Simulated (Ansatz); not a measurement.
## Ligand exchange: BH(CH3)(NH2) + C5H10S → BH(CH3)(SH) + C5H11N

Species: BH(CH3)(NH2), singlet; C5H10S (cyclopentanethiol) `SC1CCCC1`, singlet; BH(CH3)(SH), singlet; C5H11N `NC1CCCC1`, singlet. The partners trade NH2 for SH: B–NH2 and C–SH bonds give way to B–SH and C–NH2.

Shapes, held fixed at every level: PBE0-D4/def2-TZVP. Flexible molecules stand in one conformer, not always the lowest. Programs: Ansatz 0.2.0. Electronic energies: no zero-point or thermal term.

```csv
level,kind,ΔE (kJ/mol),less CCSD(T)/CBS estimate
HF/def2-SVP,Hartree–Fock,+57.1,-9.8
SPW92/def2-TZVPP,LDA,+65.2,-1.7
r2SCAN-D4/def2-TZVPP,meta-GGA,+63.3,-3.6
PBE0-D4/def2-TZVPP,global hybrid,+63.4,-3.5
wB97M-V/def2-TZVPP,range-separated hybrid,+67.8,+0.9
MP2/def2-TZVPP,perturbation theory,+69.4,+2.5
CCSD/def2-TZVPP,coupled cluster or CI,+64.8,-2.1
CCSD(T)/CBS estimate,coupled cluster or CI,+66.9,0.0
```

The highest level, CCSD(T)/CBS estimate, gives ΔE = +66.9 kJ/mol; the levels span +57.1 to +69.4. The column of differences is taken from that level and isn't an error. No measured value is set beside it here. The CBS estimate extrapolates MP2 from def2-TZVPP and def2-QZVPP and adds CCSD(T) − MP2 in the triple-zeta set, cores frozen.

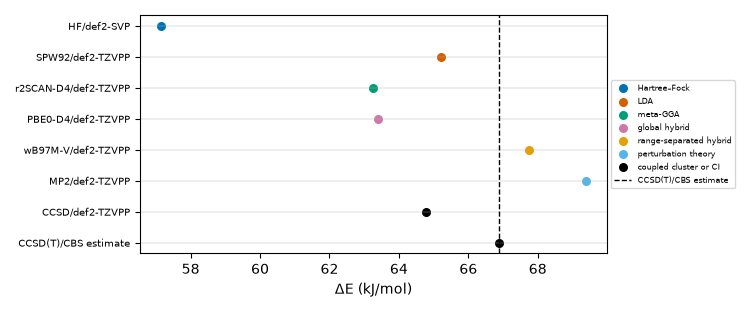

The values of the table, level by level.
